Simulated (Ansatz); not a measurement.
Take WSe₂ (space group P6_3/mmc, No. 194; a = 3.279 Å, c = 12.786 Å; layered, stacked along the Cartesian z axis) as the base. Axes: x lies along a and z along c of the hexagonal cell.

Now apply this change: compressive biaxial strain of 1.80 % in the plane normal to [001], as in epitaxy on a mismatched substrate; the out-of-plane cell vector and the atoms relax.

Computed with Ansatz (a program for electronic structure) PBE-D3(BJ), scalar-relativistic without spin-orbit coupling.

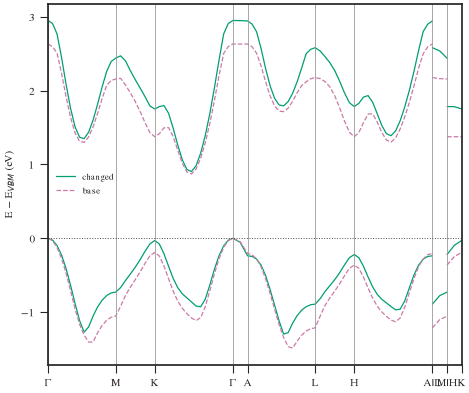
Fig. 1. Highest valence and lowest conduction band along the path, each from its own valence-band maximum

Task: From the figure, how large is the changed gap, and is it direct?

Result: About 0.9 eV, indirect, Γ → K–Γ (47 % along).

Spin-orbit coupling, missing from the scalar runs, can matter with W. Gaps are Kohn–Sham eigenvalue differences; semilocal functionals usually give less than the measured gap. No phonon test of stability was made.
